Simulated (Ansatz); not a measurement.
# CH4InN: up Jacob's ladder to CCSD(T)

Aim: compute CH4InN with functionals from several rungs and with coupled cluster, and see how far each lands from CCSD(T) at the basis-set limit for the atomisation energy.

Method: functionals in def2-TZVPP, the program's frozen cores in correlated methods; program: Ansatz 0.2.0, Gaussian basis.

Plan: LDA (SPW92), PBE-D4, revPBE-D4, BLYP-D4, r2SCAN-D4, B97M-V, PBE0-D4, B3LYP-D4, r2SCANh-D4, r2SCAN0-D4, HSE06-D4, BHLYP-D4, CAM-B3LYP-D4, LC-ωPBE, ωB97X-V, ωB97M-V, B2PLYP, PBE-QIDH; CCSD(T)/def2-SVP; CCSD(T)/def2-TZVPP; MP2/def2-QZVPP; extrapolation to the limit; RPA on PBE.

## Step 1: The geometry

The geometry comes from an earlier relaxation with PBE0-D4 in a triple-zeta def2 set; it is a stationary point, not always the lowest conformer. In takes the def2 core potential; no spin-orbit term is included.

7 atoms, charge 0, spin multiplicity 1.

Atoms are counted from 1 here; the program's logs count them from 0.

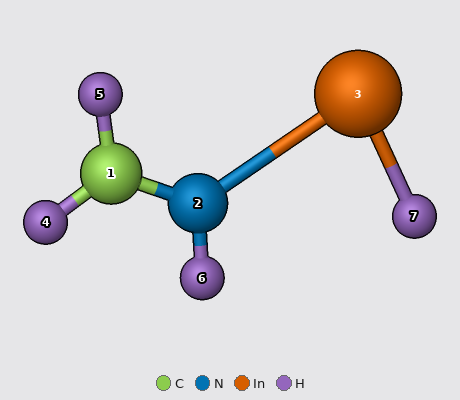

The structure; carbon green, nitrogen blue, indium orange, hydrogen purple; atoms are numbered from 1 in the order of the file.

## Step 2: LDA

This LDA is Slater exchange with PW92 correlation.

Contents of in.yaml:

```yaml
crystal:
  periodic: [false, false, false]
  atoms:
    - {symbol: C, position_ang: [-1.093436, 0.471451, -0.432988]}
    - {symbol: N, position_ang: [-0.145944, -0.027009, 0.231592]}
    - {symbol: In, position_ang: [2.235590, -0.546015, -0.647769]}
    - {symbol: H, position_ang: [-2.085684, 0.673629, -0.021618]}
    - {symbol: H, position_ang: [-0.922406, 0.718799, -1.481454]}
    - {symbol: H, position_ang: [-0.380199, -0.231202, 1.200991]}
    - {symbol: H, position_ang: [2.453280, -1.127553, 1.105345]}
basis:
  gaussian: {orbitals: def2-TZVPP}
hamiltonian: {xc: lda}
output: {orbitals: {seedname: orbitals}}
```

Run with:

```sh
$ ansatz run in.yaml --threads 2 --pin off --events-out ev --progress --plain --max-ram 4352MiB
```

The runs that follow: PBE-D4 (GGA); revPBE-D4 (GGA); BLYP-D4 (GGA); r2SCAN-D4 (meta-GGA); B97M-V (meta-GGA); PBE0-D4 (hybrid); B3LYP-D4 (hybrid); r2SCANh-D4 (hybrid); r2SCAN0-D4 (hybrid); HSE06-D4 (hybrid); BHLYP-D4 (hybrid); CAM-B3LYP-D4 (range-separated); LC-ωPBE (range-separated); ωB97X-V (range-separated); ωB97M-V (range-separated); B2PLYP (double hybrid); PBE-QIDH (double hybrid); CCSD(T) in def2-SVP; CCSD(T) in def2-TZVPP; MP2 in def2-QZVPP; RPA on PBE orbitals.

Q: Predict the results of all the runs planned. Wanted: atomisation energy, CCSD(T)/CBS; farthest beyond LDA; mean size of error, GGA; mean size of error, meta-GGA; mean size of error, hybrid; mean size of error, range-separated; mean size of error, double hybrid; gap, smallest and largest; T1 diagnostic.

As calculated:

```
                               quantity                                                                                      value
        atomisation energy, CCSD(T)/CBS                                                                                  22.306 eV
    functionals within 0.223 eV (1.0 %)  revPBE-D4, r2SCAN-D4, B97M-V, PBE0-D4, B3LYP-D4, HSE06-D4, CAM-B3LYP-D4, ωB97X-V, ωB97M-V
                    farthest beyond LDA                                                                       BHLYP-D4 (-0.713 eV)
                mean size of error, GGA                                                                                   0.274 eV
           mean size of error, meta-GGA                                                                                   0.138 eV
             mean size of error, hybrid                                                                                   0.346 eV
    mean size of error, range-separated                                                                                   0.135 eV
      mean size of error, double hybrid                                                                                   0.361 eV
              gap, smallest and largest                                                   1.14 eV (LDA (SPW92)), 7.72 eV (LC-ωPBE)
                          T1 diagnostic                                                                                     0.0157
triples share of the correlation energy                                                                                      3.6 %
```

In words: The LDA atomisation energy is off by 3.278 eV (15 %): it overbinds. PBE-D4 is off by +0.496 eV. Double hybrids carry the basis error of their MP2 part in triple zeta, and no dispersion term here, so their miss is partly the set-up's. The rungs range-separated, meta-GGA miss on average by less than the doubt on the reference (0.223 eV), so they tie. Misses under about 0.223 eV are within the doubt on the reference itself, which lacks core-valence correlation, spin-orbit coupling and higher excitations, and its outer-core shells are covered unevenly. All levels share the lack of spin-orbit coupling, which lowers the free heavy atoms and so the true binding. Hartree-Fock recovers 68 % of the binding; the rest is correlation. CCSD(T) in def2-SVP is off by -1.306 eV, which most functionals beat. Orbital gaps span 1.1 to 7.7 eV; exact exchange widens them. Correlated methods include outer-core shells of In, which these sets cover unevenly.
